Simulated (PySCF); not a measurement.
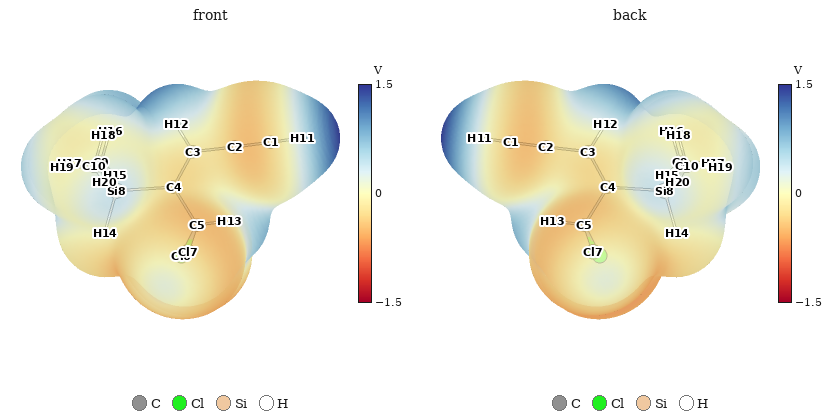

Figure 1: C7H10Cl2Si (SMILES C#C/C=C(\C(Cl)Cl)[SiH](C)C). The molecular electrostatic potential painted on the density surface at 0.001 e/bohr³, seen from the front and from behind; red is negative and blue positive.

Geometry: GFN2-xTB.

All numbers below come from PySCF 2.14.0, PBE0/pcSseg-1, SCF density, gas phase, non-relativistic.

The calculation's input:

```
{"job": {"kind": "nmr", "xc": "PBE0", "basis": "pcSseg-1"}, "charge": 0, "multiplicity": 1}
C      3.896251    -0.129052    -0.847477
C      2.714978     0.058836    -0.725973
C      1.332663     0.295629    -0.599592
C      0.503189    -0.370779     0.213841
C      1.031988    -1.455569     1.072894
Cl     0.728607    -1.068317     2.785679
Cl     0.213904    -2.988794     0.676087
Si    -1.355914     0.016951     0.319855
C     -2.089785    -0.236310    -1.416133
C     -1.528523     1.832435     0.858590
H      4.927473    -0.290768    -0.955572
H      0.945801     1.088355    -1.227159
H      2.106116    -1.623398     0.963394
H     -1.991214    -0.878367     1.290317
H     -1.962761    -1.259625    -1.755734
H     -1.620623     0.413635    -2.149344
H     -3.152757    -0.017731    -1.417303
H     -1.053780     2.507756     0.152362
H     -2.574567     2.112820     0.927506
H     -1.076194     2.002970     1.830725
```

Run with:

```sh
OMP_NUM_THREADS=1 python probes_run.py task.json out
```

### Where is the surface potential most negative and most positive?

The most negative region (about −0.7 V) lies over Cl6 and Cl7, the most positive (about +1.4 V) over H11. Cl6 shows a σ-hole: about +0.2 V at the tip opposite its bond, against about −0.5 V on its flanks. Cl7 shows a σ-hole: about +0.2 V at the tip opposite its bond, against about −0.5 V on its flanks.

### What dipole moment does the calculation give?

Its dipole moment is 2.16 D.
